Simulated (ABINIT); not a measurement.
## MgS (Niningerite): G0W0 in ABINIT against the k mesh

Wanted: the cheapest k mesh that holds the gap of MgS (Niningerite).

Program: ABINIT 10.8.3. Level of theory: LDA and many-body steps on it, plane waves. Results are calculated unless marked as measured.

## Step 1: Starting point

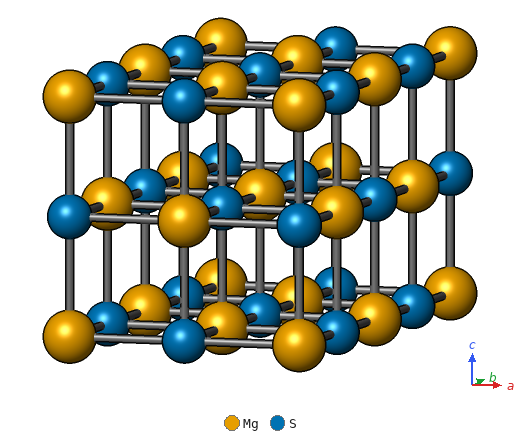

Start, viewed slightly off an axis; magnesium orange, sulfur blue. 1×2×1 cells are drawn. This picture shows the conventional cell, with its axes. Some periodic images of atoms are drawn too.

The cell and positions come from the Crystallography Open Database and are kept as given unless a step says otherwise.

## Step 2: Empty states on the mesh, 4×4×4 mesh, 121 bands

This step: ABINIT 10.8.3; DFT, LDA, plane waves, norm-conserving pseudopotentials.

The sums over transitions need many empty states on a uniform mesh; this step solves for them.

run.abi

```
acell 3*1.0 Angstrom
rprim 
  0.000000000000 2.601650000000 2.601650000000
  2.601650000000 0.000000000000 2.601650000000
  2.601650000000 2.601650000000 0.000000000000
ntypat 2
znucl 12 16
natom 2
typat 1 2
xred 
  0.000000000000 0.000000000000 0.000000000000
  0.500000000000 0.500000000000 0.500000000000
pp_dirpath "pseudos"
pseudos "Mg.upf, S.upf"
ecut 38
ngkpt 4 4 4
nshiftk 1
shiftk 0 0 0
kptopt 1
chksymbreak 0
irdden 1
istwfk *1
nband 121
prtvol 0
optdriver 6
gwr_task "HDIAGO"
paral_kgb 0
occopt 1
indata_prefix "in"
outdata_prefix "out"
tmpdata_prefix "tmp"
```

Run with:

```bash
OMP_NUM_THREADS=1 mpirun -n 4 abinit run.abi > log
```

Numbers of over 12 decimals in the logs are rounded to 6 here.

Output:

```text
.Version 10.8.3 of ABINIT. v10.8.2 released Aug 2026.

 Symmetries : space group Fm -3 m (#225); Bravais cF (face-center cubic)
[... echo of the input left out ...]
== DATASET  1 ==================================================================
-   mpi_nproc: 4, omp_nthreads: 1 (-1 if OMP is not activated)

--- !DatasetInfo
iteration_state: {dtset: 1, }
dimensions: {natom: 2, nkpt: 8, mband: 121, nsppol: 1, nspinor: 1, nspden: 1, mpw: 2698, }
cutoff_energies: {ecut:  38.0, pawecutdg:  -1.0, }
[...]
Indirect band gap semiconductor
 Fundamental gap:     2.559 (eV)
   VBM:     4.124 (eV) at k: [ 0.0000E+00,  0.0000E+00,  0.0000E+00]
   CBM:     6.683 (eV) at k: [ 5.0000E-01,  5.0000E-01,  0.0000E+00]
 Direct gap:         3.476 (eV) at k: [ 0.0000E+00,  0.0000E+00,  0.0000E+00]

== END DATASET(S) ==============================================================
================================================================================

 -outvars: echo values of variables after computation  --------
           etotal      0.0000000000E+00
            nband         121
             nkpt           8
          spgroup         225
 [... the other variables as echoed above ...]

 Calculation completed.
```

Run time: 77 s. Hardware: 4 MPI ranks of Arm Neoverse N1, shared host; peak memory 1.8 GiB; 4.7 min of CPU time.

Numbers from this step:

```yaml
gap: 2.559 eV
k_of_the_valence_top: 0, 0, 0
k_of_the_conduction_bottom: 0.5, 0.5, 0
least_direct_gap: 3.476 eV
k_points_computed: 8
lowest_point_of_the_top_converged_band_above_the_valence_top: 105.9269 eV
```

On this mesh the gap is 2.559 eV.

The density comes from a self-consistent run that is not shown.

## Step 3: Empty states on the mesh, 2×2×2 mesh, 38 bands

run.abi: that of step 2 with these lines changed.

```diff
@@ -15,3 +15,3 @@
 ecut 38
-ngkpt 4 4 4
+ngkpt 2 2 2
 nshiftk 1
@@ -20,10 +20,10 @@
 chksymbreak 0
+iscf -2
 irdden 1
 istwfk *1
-nband 121
+nband 38
+nbdbuf 4
+tolwfr 1e-09
+nstep 60
 prtvol 0
-optdriver 6
-gwr_task "HDIAGO"
-paral_kgb 0
-occopt 1
 indata_prefix "in"
```

Output:

```text
.Version 10.8.3 of ABINIT. v10.8.2 released Aug 2026.

 Symmetries : space group Fm -3 m (#225); Bravais cF (face-center cubic)
[... echo of the input left out ...]
== DATASET  1 ==================================================================
-   mpi_nproc: 4, omp_nthreads: 1 (-1 if OMP is not activated)
-    --> not optimal distribution: autoparal keyword recommended in input file <--

--- !DatasetInfo
iteration_state: {dtset: 1, }
dimensions: {natom: 2, nkpt: 3, mband: 38, nsppol: 1, nspinor: 1, nspden: 1, mpw: 2698, }
cutoff_energies: {ecut:  38.0, pawecutdg:  -1.0, }
[...]
0.62675    0.62675    0.91760    1.09368    1.09368    1.09368    1.27265    1.27265
   1.28077    1.28077    1.28077    1.42894    1.42894    1.42894    1.48253    1.48253
   1.66779    1.66779    1.66779    1.73049    1.88175    1.88175
 prteigrs : prtvol=0 or 1, do not print more k-points.

== END DATASET(S) ==============================================================
================================================================================

 -outvars: echo values of variables after computation  --------
            nband          38
             nkpt           3
          spgroup         225
 [... the other variables as echoed above ...]

 Calculation completed.
```

It took 7.5 s on 4 MPI ranks; peak memory 0.24 GiB; 21 s of CPU time.

Numbers from this step:

* gap: 2.559 eV
* k of the valence top: 0, 0, 0
* k of the conduction bottom: 0.5, 0.5, 0
* least direct gap: 3.476 eV
* k points computed: 3
* lowest point of the top converged band, above the valence top: 38.23 eV

On this mesh the gap is 2.559 eV.

## Step 4: Empty states on the mesh, 6×6×6 mesh, 38 bands

run.abi: that of step 3 with these lines changed.

```diff
@@ -15,3 +15,3 @@
 ecut 38
-ngkpt 2 2 2
+ngkpt 6 6 6
 nshiftk 1
```

Output:

```text
.Version 10.8.3 of ABINIT. v10.8.2 released Aug 2026.

 Symmetries : space group Fm -3 m (#225); Bravais cF (face-center cubic)
[... echo of the input left out ...]
== DATASET  1 ==================================================================
-   mpi_nproc: 4, omp_nthreads: 1 (-1 if OMP is not activated)

--- !DatasetInfo
iteration_state: {dtset: 1, }
dimensions: {natom: 2, nkpt: 16, mband: 38, nsppol: 1, nspinor: 1, nspden: 1, mpw: 2698, }
cutoff_energies: {ecut:  38.0, pawecutdg:  -1.0, }
[...]
0.62675    0.62675    0.91760    1.09368    1.09368    1.09368    1.27265    1.27265
   1.28077    1.28077    1.28077    1.42894    1.42894    1.42894    1.48253    1.48253
   1.66779    1.66779    1.66779    1.73049    1.88175    1.88175
 prteigrs : prtvol=0 or 1, do not print more k-points.

== END DATASET(S) ==============================================================
================================================================================

 -outvars: echo values of variables after computation  --------
            nband          38
             nkpt          16
          spgroup         225
 [... the other variables as echoed above ...]

 Calculation completed.
```

The job ended after 19 s (4 MPI ranks; peak memory 0.27 GiB).

Numbers from this step:

| Property | Result |
| --- | --- |
| gap | 2.559 eV |
| k of the valence top | 0, 0, 0 |
| k of the conduction bottom | 0.5, 0.5, 0 |
| least direct gap | 3.476 eV |
| k points computed | 16 |
| lowest point of the top converged band, above the valence top | 38.23 eV |

On this mesh the gap is 2.559 eV.

## Step 5: Empty states on the mesh, 8×8×8 mesh, 38 bands

run.abi: that of step 4 with these lines changed.

```diff
@@ -15,3 +15,3 @@
 ecut 38
-ngkpt 6 6 6
+ngkpt 8 8 8
 nshiftk 1
```

Output:

```text
.Version 10.8.3 of ABINIT. v10.8.2 released Aug 2026.

 Symmetries : space group Fm -3 m (#225); Bravais cF (face-center cubic)
[... echo of the input left out ...]
== DATASET  1 ==================================================================
-   mpi_nproc: 4, omp_nthreads: 1 (-1 if OMP is not activated)

--- !DatasetInfo
iteration_state: {dtset: 1, }
dimensions: {natom: 2, nkpt: 29, mband: 38, nsppol: 1, nspinor: 1, nspden: 1, mpw: 2698, }
cutoff_energies: {ecut:  38.0, pawecutdg:  -1.0, }
[...]
0.62675    0.62675    0.91760    1.09368    1.09368    1.09368    1.27265    1.27265
   1.28077    1.28077    1.28077    1.42894    1.42894    1.42894    1.48253    1.48253
   1.66779    1.66779    1.66779    1.73049    1.88175    1.88175
 prteigrs : prtvol=0 or 1, do not print more k-points.

== END DATASET(S) ==============================================================
================================================================================

 -outvars: echo values of variables after computation  --------
            nband          38
             nkpt          29
          spgroup         225
 [... the other variables as echoed above ...]

 Calculation completed.
```

The job ended after 31 s (4 MPI ranks; peak memory 0.29 GiB; 1.9 min of CPU time).

Numbers from this step:

```yaml
gap: 2.559 eV
k_of_the_valence_top: 0, 0, 0
k_of_the_conduction_bottom: 0.5, 0.5, 0
least_direct_gap: 3.476 eV
k_points_computed: 29
lowest_point_of_the_top_converged_band_above_the_valence_top: 37.22 eV
```

On this mesh the gap is 2.559 eV.

## Step 6: Screening, 2×2×2 mesh, 34 bands, screening to 130.6 eV

The RPA dielectric matrix is built and inverted for each q.

This step: RPA screening on LDA, plane waves, norm-conserving pseudopotentials.

run.abi: that of step 5 with these lines changed.

```diff
@@ -15,3 +15,3 @@
 ecut 38
-ngkpt 8 8 8
+ngkpt 2 2 2
 nshiftk 1
@@ -20,10 +20,11 @@
 chksymbreak 0
-iscf -2
-irdden 1
 istwfk *1
-nband 38
-nbdbuf 4
-tolwfr 1e-09
-nstep 60
-prtvol 0
+occopt 1
+irdwfk 1
+optdriver 3
+nband 34
+ecuteps 4.8
+inclvkb 2
+awtr 1
+symchi 1
 indata_prefix "in"
```

Output:

```text
.Version 10.8.3 of ABINIT. v10.8.2 released Aug 2026.

 Symmetries : space group Fm -3 m (#225); Bravais cF (face-center cubic)
[... echo of the input left out ...]
== DATASET  1 ==================================================================
-   mpi_nproc: 4, omp_nthreads: 1 (-1 if OMP is not activated)

--- !DatasetInfo
iteration_state: {dtset: 1, }
dimensions: {natom: 2, nkpt: 3, mband: 34, nsppol: 1, nspinor: 1, nspden: 1, mpw: 2698, }
cutoff_energies: {ecut:  38.0, pawecutdg:  -1.0, }
electrons: {nelect:   1.60000000E+01, charge:   0.00000000E+00, occopt:   1.00000000E+00, tsmear:   1.00000000E-02, }

 SCREENING: Calculation of the susceptibility and dielectric matrices

 Based on a program developped by R.W. Godby, V. Olevano, G. Onida, and L. Reining.
 Incorporated in ABINIT by V. Olevano, G.-M. Rignanese, and M. Torrent.
.Using double precision arithmetic ; gwpc =  8

[... cell and pseudopotentials left out ...]
--------------------------------------------------------------------------------

 ==== K-mesh for the wavefunctions ====
 Number of points in the irreducible wedge :     3
[... list of points left out ...]
 Together with 48 symmetry operations and time-reversal symmetry
 yields     8 points in the full Brillouin Zone.

 ==== Q-mesh for the screening function ====
 Number of points in the irreducible wedge :     3
[... list of points left out ...]
 Together with 48 symmetry operations and time-reversal symmetry
 yields     8 points in the full Brillouin Zone.

 setmesh: FFT mesh size selected  =    25x   25x   25
          total number of points  =        15625

 vcoul_init : cutoff-mode = AUXILIARY_FUNCTION
 q-points for optical limit:   1
     1)      0.000010    0.000020    0.000030

- screening: taking advantage of time-reversal symmetry
- Maximum band index for partially occupied states nbvw = 8
- Remaining bands to be divided among processors   nbcw = 26
- Number of bands treated by each node ~6

 Number of electrons calculated from density =   16.0000; Expected =   16.0000
 average of density, n =  0.067320
 r_s =    1.5249
 omega_plasma =   25.0282 [eV]

 calculating chi0 at frequencies [eV] :
  1    0.000000E+00    0.000000E+00
  2    0.000000E+00    2.502816E+01

--------------------------------------------------------------------------------
  q-point number  1        q = ( 0.000000, 0.000000, 0.000000) [r.l.u.]
--------------------------------------------------------------------------------
[... chi0 elements left out ...]
 For q-point:  0.000010 0.000020 0.000030
  dielectric constant =  13.4878
  dielectric constant without local fields =  15.4260

  Average fulfillment of the sum rule on Im[epsilon] for q-point    1 :     36.08  [%]
[... wings left out ...]
  q-point number  2        q = ( 0.500000, 0.000000, 0.000000) [r.l.u.]
--------------------------------------------------------------------------------
[... chi0 elements left out ...]
  Average fulfillment of the sum rule on Im[epsilon] for q-point    2 :     44.70  [%]

 [... 1 further q-points ...]
```

It took 5.8 s on 4 MPI ranks; peak memory 0.19 GiB.

This step gave:

- ε∞ with local fields, on this mesh, along the program's q direction: 13.49
- the same without local fields: 15.43
- plasma frequency: 25.03 eV
- plane waves in the screening matrix: 113

Local fields lower ε∞ by 13 %. On a Γ-centred mesh this coarse the value itself is usually too large, while a short band sum pulls it down.

## Step 7: 2×2×2

This step: G0W0 on LDA, plane waves, norm-conserving pseudopotentials.

run.abi: that of step 6 with these lines changed.

```diff
@@ -23,8 +23,17 @@
 irdwfk 1
-optdriver 3
+optdriver 4
 nband 34
+gwcalctyp 0
+ecutsigx 38
+symsigma 1
+nkptgw 2
+kptgw 
+  0.0000000000 0.0000000000 0.0000000000
+  0.5000000000 0.5000000000 0.0000000000
+bdgw 
+  6 12
+  7 10
 ecuteps 4.8
-inclvkb 2
-awtr 1
-symchi 1
+irdscr 1
+ppmodel 1
 indata_prefix "in"
```

Output:

```text
.Version 10.8.3 of ABINIT. v10.8.2 released Aug 2026.

 Symmetries : space group Fm -3 m (#225); Bravais cF (face-center cubic)
[... echo of the input left out ...]
== DATASET  1 ==================================================================
-   mpi_nproc: 4, omp_nthreads: 1 (-1 if OMP is not activated)

--- !DatasetInfo
iteration_state: {dtset: 1, }
dimensions: {natom: 2, nkpt: 3, mband: 34, nsppol: 1, nspinor: 1, nspden: 1, mpw: 2698, }
cutoff_energies: {ecut:  38.0, pawecutdg:  -1.0, }
electrons: {nelect:   1.60000000E+01, charge:   0.00000000E+00, occopt:   1.00000000E+00, tsmear:   1.00000000E-02, }

 SIGMA: Calculation of the GW corrections

 Based on a program developped by R.W. Godby, V. Olevano, G. Onida, and L. Reining.
 Incorporated in ABINIT by V. Olevano, G.-M. Rignanese, and M. Torrent.
.Using double precision arithmetic ; gwpc =  8

[... cell and pseudopotentials left out ...]
--------------------------------------------------------------------------------

 ==== K-mesh for the wavefunctions ====
 Number of points in the irreducible wedge :     3
[... list of points left out ...]
 Together with 48 symmetry operations and time-reversal symmetry
 yields     8 points in the full Brillouin Zone.

 ==== Q-mesh for screening function ====
 Number of points in the irreducible wedge :     3
[... list of points left out ...]
 Together with 48 symmetry operations and time-reversal symmetry
 yields     8 points in the full Brillouin Zone.

 vcoul_init : cutoff-mode = AUXILIARY_FUNCTION
 q-points for optical limit:   1
     1)      0.000010    0.000020    0.000030
 setmesh: FFT mesh size selected  =    40x   40x   40
          total number of points  =        64000

 Number of electrons calculated from density =   16.0000; Expected =   16.0000
 average of density, n =  0.067320
 r_s =    1.5249
 omega_plasma =   25.0282 [eV]

 === KS Band Gaps ===
  >>>> For spin  1
   Minimum direct gap =   3.4763 [eV], located at k-point      :   0.0000  0.0000  0.0000
   Fundamental gap    =   2.5588 [eV], Top of valence bands at :   0.0000  0.0000  0.0000
                                       Bottom of conduction at :   0.5000  0.5000  0.0000
 SIGMA fundamental parameters:
 PLASMON POLE MODEL  1
 number of plane-waves for SigmaX                 2685
 number of plane-waves for SigmaC and W            113
 number of plane-waves for wavefunctions          2685
 number of bands                                    34
 number of independent spin polarizations            1
 number of spinorial components                      1
 number of k-points in IBZ                           3
 number of q-points in IBZ                           3
 number of symmetry operations                      48
 number of k-points in BZ                            8
 number of q-points in BZ                            8
 number of frequencies for dSigma/dE                 9
 frequency step for dSigma/dE [eV]                0.25
 number of omega for Sigma on real axis              0
 max omega for Sigma on real axis  [eV]           0.00
 zcut for avoiding poles [eV]                     0.10

 EPSILON^-1 parameters (SCR file):
 dimension of the eps^-1 matrix on file            113
 dimension of the eps^-1 matrix used               113
 number of plane-waves for wavefunctions          2685
 number of bands                                    34
 number of q-points in IBZ                           3
 number of frequencies                               2
 number of real frequencies                          1
 number of imag frequencies                          1

 matrix elements of self-energy operator (all in [eV])

 Perturbative Calculation

--- !SelfEnergy_ee
iteration_state: {dtset: 1, }
kpoint     : [   0.000,    0.000,    0.000, ]
spin       : 1
KS_gap     :    3.476
QP_gap     :    5.108
Delta_QP_KS:    1.631
data: !SigmaeeData |
     Band     E0 <VxcDFT>   SigX SigC(E0)      Z dSigC/dE  Sig(E)    E-E0       E
        6   4.124 -13.400 -16.488   2.709   0.799  -0.251 -13.703  -0.303   3.821
        7   4.124 -13.400 -16.488   2.709   0.799  -0.251 -13.703  -0.303   3.821
        8   4.124 -13.400 -16.488   2.709   0.799  -0.251 -13.703  -0.303   3.821
        9   7.600 -11.262  -5.581  -4.059   0.819  -0.221  -9.933   1.328   8.929
       10  11.957  -9.669  -4.077  -3.937   0.826  -0.210  -8.300   1.368  13.325
       11  11.957  -9.669  -4.077  -3.937   0.826  -0.210  -8.300   1.368  13.325
       12  11.957  -9.669  -4.077  -3.937   0.826  -0.210  -8.300   1.368  13.325

--- !SelfEnergy_ee
iteration_state: {dtset: 1, }
kpoint     : [   0.500,    0.500,    0.000, ]
spin       : 1
KS_gap     :    4.261
QP_gap     :    6.005
Delta_QP_KS:    1.745
data: !SigmaeeData |
     Band     E0 <VxcDFT>   SigX SigC(E0)      Z dSigC/dE  Sig(E)    E-E0       E
        7   2.422 -12.518 -15.764   2.770   0.799  -0.251 -12.898  -0.380   2.042
        8   2.422 -12.518 -15.764   2.770   0.799  -0.251 -12.898  -0.380   2.042
        9   6.683 -10.734  -5.397  -3.688   0.827  -0.209  -9.370   1.365   8.047
       10   8.392  -8.797  -3.753  -3.734   0.831  -0.204  -7.708   1.089   9.480

== END DATASET(S) ==============================================================
================================================================================

 -outvars: echo values of variables after computation  --------
           etotal      0.0000000000E+00
            nband          34
             nkpt           3
          spgroup         225
 [... the other variables as echoed above ...]

 Calculation completed.
```

Elapsed: 5.1 s, on 4 MPI ranks; peak memory 0.24 GiB.

This step gave:

```
G0W0 gap on the points computed              : 4.226 eV
starting gap on the mesh                     : 2.559 eV
k of the valence top                         : 0, 0, 0
k of the conduction bottom                   : 0.5, 0.5, 0
Z at the valence top                         : 0.799
Z at the conduction bottom                   : 0.827
least direct G0W0 gap on the computed points : 5.108 eV
```

[end of part 1 of 2]

[Paths, hosts, dates, memory and timing lines, banners, echoed tables and standing remarks are left out of the program output.]

[Logs are printed without paths, hosts, clocks, repeated set-up lines and the standing remarks that a program may print on its own settings, such as how far it seeks lower states.]

[Runs of the session that timed out or met a known fault of the program may be left out.]

[Hosts, paths, dates, database ids (printed as entryN), source tags and the programs' standing remarks are cut or masked in the printed files.]

[G0W0 gaps are taken among the corrected bands and points alone; a level outside them can change the order at an edge.]

[Where Ansatz stands beside ABINIT at settings called matched, ABINIT's density can come from a denser mesh and the files from another edition; pairs whose starting gaps differed by over 0.03 eV were left out, so agreement reads better than it is.]
